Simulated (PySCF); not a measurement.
SMILES COC(=O)[CH2][GeH3] (C₃H₈GeO₂), GFN2-xTB optimised geometry. Atoms within 1.6 Å of the plane z = 1.5 Å (x, y, z in Å): C1 (1.10, 2.36, 0.02), O2 (0.45, 1.09, 0.00), C3 (-0.89, 1.09, 0.00), O4 (-1.55, 2.10, 0.00), C5 (-1.40, -0.32, 0.00), H8 (2.16, 2.16, -0.03), H9 (0.85, 2.89, 0.94), H11 (-1.90, -0.50, 0.95), H12 (1.08, -1.51, 0.87).

Calculation: CAM-B3LYP/def2-TZVP (PySCF).

Map of the electrostatic potential (hartree/e), clipped to [-0.08, 0.12] on the plane z = 1.5 Å:

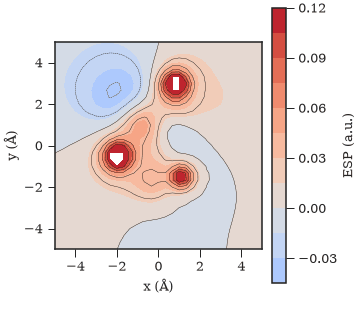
Electrostatic potential (hartree/e), clipped to [-0.08, 0.12] on the plane z = 1.5 Å.
